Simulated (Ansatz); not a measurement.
Run report: SiCl4F, nudged elastic band

The run: nudged elastic band of SiCl4F, multiplicity 2. Method and program: UKS PBE-D4/def2-SVP (Ansatz 0.2.0).

It belongs to a series of runs on one base structure; here: band between the two ends. Figures and captions count atoms from 1; the log counts them from 0 in places.

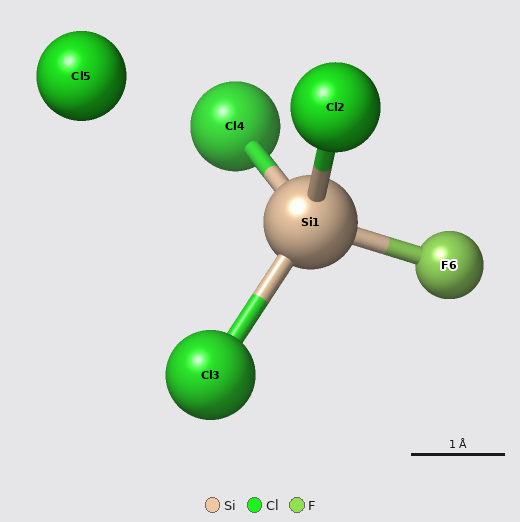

**Figure 1.** The input geometry (ball-and-stick view, seen at a tilt; atoms are numbered from 1 in the order of the input). Bond lengths as drawn: Cl–Si 2.03 to 2.08 Å and F–Si 1.62 Å.

### Summary

```tsv
quantity	value
outcome	converged
barrier, forward	1.682 eV
barrier, backward	0.000 eV
hardware	4 threads of Intel Xeon @ 2.90GHz (Ice Lake), 192 GiB of memory available, shared host
wall time	4.1 min (CPU time 15 min)
peak memory	0.26 GiB
```

### Notes

The order of the saddle point was not checked.

### Input
```yaml
crystal:
  periodic: [false, false, false]
  atoms:
    - { symbol: Si, position_ang: [0.279264, 0.411714, 1.097343] }
    - { symbol: Cl, position_ang: [-1.105591, -1.03505, 1.664368] }
    - { symbol: Cl, position_ang: [1.961688, -0.452235, 0.35933] }
    - { symbol: Cl, position_ang: [-0.55639, 1.740846, -0.189806] }
    - { symbol: Cl, position_ang: [-1.225578, -1.844501, -0.97178] }
    - { symbol: F, position_ang: [0.648806, 1.179225, 2.472645] }
magnetization:
  spin_polarized: true
  initial_magnetization: 1
basis:
  gaussian: { orbitals: def2-SVP }
hamiltonian:
  xc: pbe
  dispersion: d4
neb:
  order_check: false
  images: 8
  f_tol: 0.03
  max_iterations: 60
  climbing: false
  final_atoms:
    - { symbol: Si, position_ang: [-0.13754492, -0.01449627, 0.20873876] }
    - { symbol: Cl, position_ang: [-1.02958645, 0.02751697, 2.09880745] }
    - { symbol: Cl, position_ang: [1.89057897, 0.00318608, 0.3452318] }
    - { symbol: Cl, position_ang: [-0.80696191, 1.63454643, -0.80192294] }
    - { symbol: Cl, position_ang: [-0.78346407, -1.72216742, -0.71621839] }
    - { symbol: F, position_ang: [0.86917737, 0.07141321, 3.29746332] }
  initial_path:
    images:
      - { positions_ang: [[0.279264, 0.411714, 1.097343], [-1.105591, -1.03505, 1.664368], [1.961688, -0.452235, 0.35933], [-0.55639, 1.740846, -0.189806], [-1.225578, -1.844501, -0.97178], [0.648806, 1.179225, 2.472645]] }
      - { positions_ang: [[0.23747794, 0.30288774, 0.85566036], [-0.9049418, -0.76647511, 1.81853556], [1.99974523, -0.46744844, 0.18922366], [-0.53435636, 1.73832748, -0.36348], [-1.20592086, -1.80530728, -0.90971587], [0.41019487, 0.99801461, 2.84187628]] }
      - { positions_ang: [[0.19569187, 0.19406148, 0.61397772], [-0.7042926, -0.49790021, 1.97270313], [2.03780245, -0.48266188, 0.01911732], [-0.51232273, 1.73580895, -0.537154], [-1.18626373, -1.76611357, -0.84765173], [0.17158373, 0.81680423, 3.21110756]] }
      - { positions_ang: [[0.15390581, 0.08523522, 0.37229509], [-0.50364339, -0.22932532, 2.12687069], [2.07585968, -0.49787532, -0.15098902], [-0.49028909, 1.73329043, -0.710828], [-1.16660659, -1.72691985, -0.7855876], [-0.0670274, 0.63559384, 3.58033884]] }
      - { positions_ang: [[0.11211974, -0.02359104, 0.13061245], [-0.30299419, 0.03924958, 2.28103826], [2.1139169, -0.51308876, -0.32109535], [-0.46825546, 1.7307719, -0.884502], [-1.14694946, -1.68772613, -0.72352347], [-0.30563854, 0.45438346, 3.94957011]] }
      - { positions_ang: [[0.06580764, -0.07094774, 0.03187865], [-0.29454924, 0.15731257, 2.32930931], [2.1060159, -0.46248642, -0.32266182], [-0.49609678, 1.71896084, -0.95251499], [-1.09782569, -1.67413351, -0.69512773], [-0.28115283, 0.33129326, 4.04121659]] }
      - { positions_ang: [[0.0149695, -0.05683487, 0.07609367], [-0.47830854, 0.12486367, 2.27168384], [2.05215667, -0.3460683, -0.15568842], [-0.57381306, 1.69785724, -0.91486698], [-1.01923528, -1.68614199, -0.7004004], [0.00642972, 0.26632325, 3.85527828]] }
      - { positions_ang: [[-0.03586864, -0.042722, 0.1203087], [-0.66206785, 0.09241477, 2.21405838], [1.99829744, -0.22965017, 0.01128499], [-0.65152935, 1.67675363, -0.87721897], [-0.94064488, -1.69815047, -0.70567306], [0.29401227, 0.20135323, 3.66933996]] }
      - { positions_ang: [[-0.08670678, -0.02860914, 0.16452373], [-0.84582715, 0.05996587, 2.15643292], [1.94443821, -0.11323204, 0.17825839], [-0.72924563, 1.65565003, -0.83957096], [-0.86205447, -1.71015894, -0.71094573], [0.58159482, 0.13638322, 3.48340164]] }
      - { positions_ang: [[-0.13754492, -0.01449627, 0.20873876], [-1.02958645, 0.02751697, 2.09880745], [1.89057897, 0.00318608, 0.3452318], [-0.80696191, 1.63454643, -0.80192294], [-0.78346407, -1.72216742, -0.71621839], [0.86917737, 0.07141321, 3.29746332]] }
```

Launch command:
```bash
ansatz run input.yaml --threads 4 --pin off --max-ram 5120MiB --backend cpu --events-out ev --progress --plain --runs-dir out
```

### Output
```
Engine: ansatz 0.2.0, x86_64-unknown-linux-gnu
Functional definition: PBE
  parameter kappa = 0.804
  parameter beta = 0.06672455060314922
  exchange = pbe_x(kappa = kappa, mu = beta*pi^2/3)
  correlation = pbe_c(beta = beta)
1124 factors; their error is unknown
mean field evaluation 1: about -60639.5601 eV, gradient 2.4e1 eV
mean field evaluation 2: about -60631.4219 eV, gradient 5.6e1 eV
mean field evaluation 4: about -60641.7890 eV, gradient 3.0e0 eV
mean field evaluation 8: about -60641.8381 eV, gradient 1.1e-1 eV
mean field evaluation 16: about -60641.7521 eV, gradient 1.1e-4 eV
mean field evaluation 32: about -60641.1905 eV, gradient 5.7e0 eV
mean field -60641.75213395 eV, -2228.5432864668 hartree, gradient 2.8e-5 eV, S^2 0.751298; 6 other end points of the search recorded, 0 dependent functions left out
the calculation of the forces begins
reference -60641.75216234 eV, -2228.5432875102 hartree; 46, 45 occupied and 58, 59 virtual orbitals, 1124 factors
1124 factors; their error is unknown
mean field evaluation 64: about -60640.0695 eV, gradient 6.4e-5 eV
mean field -60640.06947481 eV, -2228.4814498839 hartree, gradient 1.8e-5 eV, S^2 0.751157; 4 other end points of the search recorded, 0 dependent functions left out
[... from here on the field's lines of each further geometry are left out, up to the last ...]
NEB iter   1: max|band force component| = 8.971e0 eV/Å  barrier→ = 5.1063 eV  barrier← = 3.4239 eV  Δτ_max = 0.2000 Å  (803 SCF iters)
NEB iter   2: max|band force component| = 3.903e0 eV/Å  barrier→ = 2.9999 eV  barrier← = 1.3176 eV  Δτ_max = 0.2000 Å  (271 SCF iters)
NEB iter   3: max|band force component| = 2.144e0 eV/Å  barrier→ = 2.2795 eV  barrier← = 0.5972 eV  Δτ_max = 0.2000 Å  (276 SCF iters)
NEB iter   4: max|band force component| = 1.747e0 eV/Å  barrier→ = 2.1180 eV  barrier← = 0.4357 eV  Δτ_max = 0.2000 Å  (283 SCF iters)
NEB iter   5: max|band force component| = 1.264e0 eV/Å  barrier→ = 1.9565 eV  barrier← = 0.2742 eV  Δτ_max = 0.2000 Å  (289 SCF iters)
NEB iter   6: max|band force component| = 9.736e-1 eV/Å  barrier→ = 1.8074 eV  barrier← = 0.1251 eV  Δτ_max = 0.2000 Å  (292 SCF iters)
NEB iter   7: max|band force component| = 6.069e-1 eV/Å  barrier→ = 1.7323 eV  barrier← = 0.0499 eV  Δτ_max = 0.2000 Å  (300 SCF iters)
NEB iter   8: max|band force component| = 9.195e-1 eV/Å  barrier→ = 1.6883 eV  barrier← = 0.0060 eV  Δτ_max = 0.1005 Å  (298 SCF iters)
NEB iter   9: max|band force component| = 6.941e-1 eV/Å  barrier→ = 1.6823 eV  barrier← = 0.0000 eV  Δτ_max = 0.1004 Å  (278 SCF iters)
NEB iter  10: max|band force component| = 2.761e-1 eV/Å  barrier→ = 1.6823 eV  barrier← = 0.0000 eV  Δτ_max = 0.2000 Å  (274 SCF iters)
NEB iter  11: max|band force component| = 4.970e-1 eV/Å  barrier→ = 1.6823 eV  barrier← = 0.0000 eV  Δτ_max = 0.1003 Å  (283 SCF iters)
NEB iter  12: max|band force component| = 4.190e-1 eV/Å  barrier→ = 1.6823 eV  barrier← = 0.0000 eV  Δτ_max = 0.1002 Å  (273 SCF iters)
NEB iter  13: max|band force component| = 4.505e-1 eV/Å  barrier→ = 1.6823 eV  barrier← = 0.0000 eV  Δτ_max = 0.0501 Å  (277 SCF iters)
NEB iter  14: max|band force component| = 2.049e-1 eV/Å  barrier→ = 1.6823 eV  barrier← = 0.0000 eV  Δτ_max = 0.1000 Å  (266 SCF iters)
NEB iter  15: max|band force component| = 1.400e-1 eV/Å  barrier→ = 1.6823 eV  barrier← = 0.0000 eV  Δτ_max = 0.1002 Å  (266 SCF iters)
NEB iter  16: max|band force component| = 1.281e-1 eV/Å  barrier→ = 1.6823 eV  barrier← = 0.0000 eV  Δτ_max = 0.1004 Å  (265 SCF iters)
NEB iter  17: max|band force component| = 1.123e-1 eV/Å  barrier→ = 1.6823 eV  barrier← = 0.0000 eV  Δτ_max = 0.1002 Å  (270 SCF iters)
NEB iter  18: max|band force component| = 1.772e-1 eV/Å  barrier→ = 1.6823 eV  barrier← = 0.0000 eV  Δτ_max = 0.0280 Å  (271 SCF iters)
NEB iter  19: max|band force component| = 6.251e-2 eV/Å  barrier→ = 1.6823 eV  barrier← = 0.0000 eV  Δτ_max = 0.0063 Å  (246 SCF iters)
the calculation of the forces begins
reference -60640.11748412 eV, -2228.4832141934 hartree; 46, 45 occupied and 58, 59 virtual orbitals, 1124 factors
1124 factors; their error is unknown
mean field evaluation 1728: about -60640.0816 eV, gradient 1.8e-2 eV
mean field -60640.08163060 eV, -2228.4818966008 hartree, gradient 1.3e-5 eV, S^2 0.751178; 5 other end points of the search recorded, 0 dependent functions left out
the calculation of the forces begins
reference -60640.08165587 eV, -2228.4818975296 hartree; 46, 45 occupied and 58, 59 virtual orbitals, 1124 factors
NEB iter  20: max|band force component| = 2.616e-2 eV/Å  barrier→ = 1.6823 eV  barrier← = 0.0000 eV  Δτ_max = 0.0000 Å  (1079 SCF iters)
```

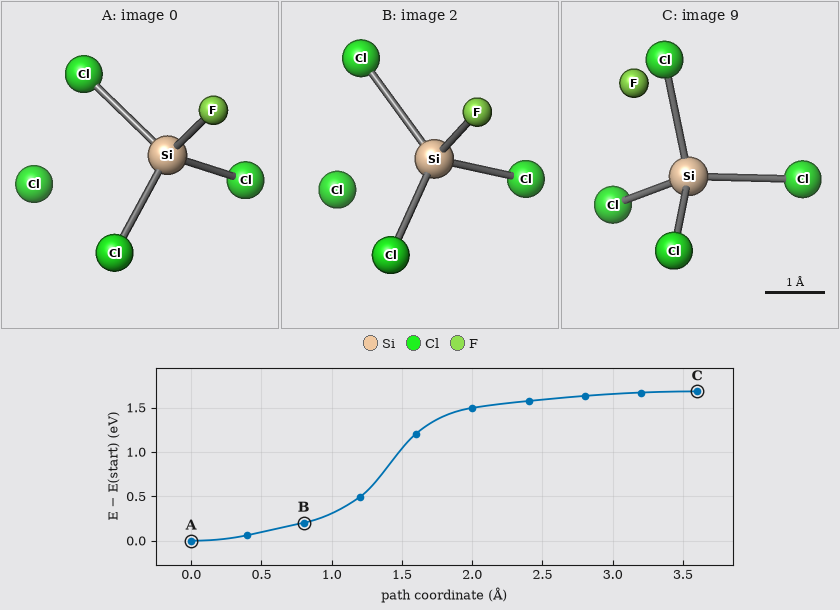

**Figure 2.** Images of the last band (counted from 0; ball-and-stick, seen at a tilt) above the energy along the path; the line is a cubic interpolation that uses the forces. No image lies above both ends; the end is 1.682 eV above the start. The path is 3.60 Å long. The band converged in 20 iterations.

```
Total energy: -60640.37054064 eV, -2228.4925138491 hartree
Atom 0 at    -0.137545    -0.014496     0.208739 Å, force     0.001492    -0.000196    -0.003039 eV/Å
Atom 1 at    -1.029586     0.027517     2.098807 Å, force    -0.000347    -0.000130     0.000226 eV/Å
Atom 2 at     1.890579     0.003186     0.345232 Å, force    -0.005947     0.000220     0.008870 eV/Å
Atom 3 at    -0.806962     1.634546    -0.801923 Å, force    -0.000986    -0.000952    -0.003066 eV/Å
Atom 4 at    -0.783464    -1.722167    -0.716218 Å, force    -0.001103     0.000928    -0.003030 eV/Å
Atom 5 at     0.869177     0.071413     3.297463 Å, force     0.006892     0.000130     0.000039 eV/Å
Dipole moment:    -0.223085    -0.011893    -0.404615 e Å
this run last wrote the band of iteration 20 to [file]
```

### The last band as extended XYZ (Å, eV, eV/Å)
```
6
Properties=species:S:1:pos:R:3:forces:R:3 image=0 energy=-60642.05284
Si    0.2793    0.4117    1.0973   -0.0042  -0.0108  -0.0138
Cl   -1.1056   -1.0351    1.6644   -0.0132  -0.0109   0.0222
Cl    1.9617   -0.4522    0.3593    0.0266  -0.0115  -0.0029
Cl   -0.5564    1.7408   -0.1898   -0.0128   0.0238  -0.0112
Cl   -1.2256   -1.8445   -0.9718    0.0007  -0.0004  -0.0086
F     0.6488    1.1792    2.4726    0.0029   0.0098   0.0143
6
Properties=species:S:1:pos:R:3:forces:R:3 image=1 energy=-60641.99079
Si    0.2325    0.3356    1.0061    0.0529   0.0929   0.1073
Cl   -1.1670   -1.0191    1.8099    0.0673  -0.0093  -0.1164
Cl    1.9476   -0.5126    0.3074   -0.0481  -0.0137   0.0204
Cl   -0.6176    1.7132   -0.2290    0.0085  -0.0297   0.0120
Cl   -1.0470   -1.6427   -0.8182   -0.1289  -0.1509  -0.1173
F     0.6537    1.1255    2.3559    0.0483   0.1106   0.0941
6
Properties=species:S:1:pos:R:3:forces:R:3 image=2 energy=-60641.85113
Si    0.1776    0.2313    0.8733    0.1124   0.1283   0.0961
Cl   -1.2327   -0.9896    1.9639   -0.0279  -0.1457  -0.2068
Cl    1.9948   -0.5080    0.2613   -0.0253  -0.0478  -0.0089
Cl   -0.6382    1.7328   -0.2604   -0.0093  -0.0225  -0.0062
Cl   -0.9246   -1.4856   -0.6362   -0.1080  -0.0605   0.0641
F     0.6254    1.0190    2.2301    0.0581   0.1483   0.0617
6
Properties=species:S:1:pos:R:3:forces:R:3 image=3 energy=-60641.55965
Si    0.0732    0.0970    0.7506    0.2008   0.4327   0.7718
Cl   -1.2483   -0.8675    2.1402   -0.5076  -0.5456  -0.2910
Cl    2.0294   -0.4478    0.2889    0.0380  -0.1400  -0.2169
Cl   -0.6200    1.7679   -0.2366   -0.0217   0.0030  -0.0572
Cl   -0.7881   -1.3944   -0.7138    0.1207   0.1384   0.3956
F     0.5561    0.8448    2.2028    0.1698   0.1115  -0.6023
6
Properties=species:S:1:pos:R:3:forces:R:3 image=4 energy=-60640.84558
Si    0.0182   -0.0197    0.5373    0.2033   0.2878   0.5933
Cl   -1.1238   -0.7677    2.1862   -0.3535  -0.3428   0.1083
Cl    2.0293   -0.3782    0.3693    0.1664  -0.0828  -0.0635
Cl   -0.6204    1.7856   -0.1872    0.0026   0.0724   0.0775
Cl   -0.7796   -1.3991   -0.8678    0.1259   0.2294   0.3399
F     0.4785    0.7792    2.3942   -0.1446  -0.1639  -1.0556
6
Properties=species:S:1:pos:R:3:forces:R:3 image=5 energy=-60640.55610
Si   -0.0439   -0.0911    0.3769    0.0321   0.0136   0.0660
Cl   -0.9698   -0.7438    2.1626   -0.0066  -0.0846   0.0298
Cl    1.9846   -0.2809    0.3299    0.0293  -0.0520   0.0004
Cl   -0.7028    1.7664   -0.1503    0.0227   0.0121   0.0827
Cl   -0.8085   -1.4485   -0.9786    0.0024   0.0468   0.0201
F     0.5426    0.7981    2.6917   -0.0800   0.0641  -0.1990
6
Properties=species:S:1:pos:R:3:forces:R:3 image=6 energy=-60640.47855
Si   -0.0763   -0.1077    0.2864    0.0089  -0.0116   0.0187
Cl   -1.0334   -0.5320    2.1039    0.0079  -0.0639   0.0093
Cl    1.9430   -0.3214    0.4006    0.0098  -0.0418  -0.0007
Cl   -0.6061    1.7618   -0.3364    0.0193   0.0072   0.0633
Cl   -0.8351   -1.5130   -1.0042   -0.0088   0.0248  -0.0144
F     0.6102    0.7123    2.9818   -0.0371   0.0852  -0.0762
6
Properties=species:S:1:pos:R:3:forces:R:3 image=7 energy=-60640.42116
Si   -0.1001   -0.0890    0.2416    0.0048  -0.0120   0.0083
Cl   -1.0709   -0.3117    2.0818    0.0046  -0.0536   0.0061
Cl    1.9156   -0.2834    0.4200    0.0030  -0.0343  -0.0010
Cl   -0.5954    1.7336   -0.5370    0.0151   0.0079   0.0465
Cl   -0.8509   -1.5899   -0.9356   -0.0093   0.0158  -0.0220
F     0.7040    0.5403    3.1613   -0.0182   0.0761  -0.0378
6
Properties=species:S:1:pos:R:3:forces:R:3 image=8 energy=-60640.38340
Si   -0.1227   -0.0579    0.2169    0.0006  -0.0071   0.0018
Cl   -1.0577   -0.1192    2.0861    0.0000  -0.0303   0.0017
Cl    1.8991   -0.1717    0.3926    0.0002  -0.0185   0.0009
Cl   -0.6746    1.6839   -0.7015    0.0077   0.0060   0.0207
Cl   -0.8436   -1.6670   -0.8251   -0.0063   0.0067  -0.0166
F     0.8017    0.3319    3.2630   -0.0022   0.0432  -0.0085
6
Properties=species:S:1:pos:R:3:forces:R:3 image=9 energy=-60640.37052
Si   -0.1375   -0.0145    0.2087    0.0015  -0.0002  -0.0030
Cl   -1.0296    0.0275    2.0988   -0.0003  -0.0001   0.0002
Cl    1.8906    0.0032    0.3452   -0.0059   0.0002   0.0089
Cl   -0.8070    1.6345   -0.8019   -0.0010  -0.0010  -0.0031
Cl   -0.7835   -1.7222   -0.7162   -0.0011   0.0009  -0.0030
F     0.8692    0.0714    3.2975    0.0069   0.0001   0.0000
```
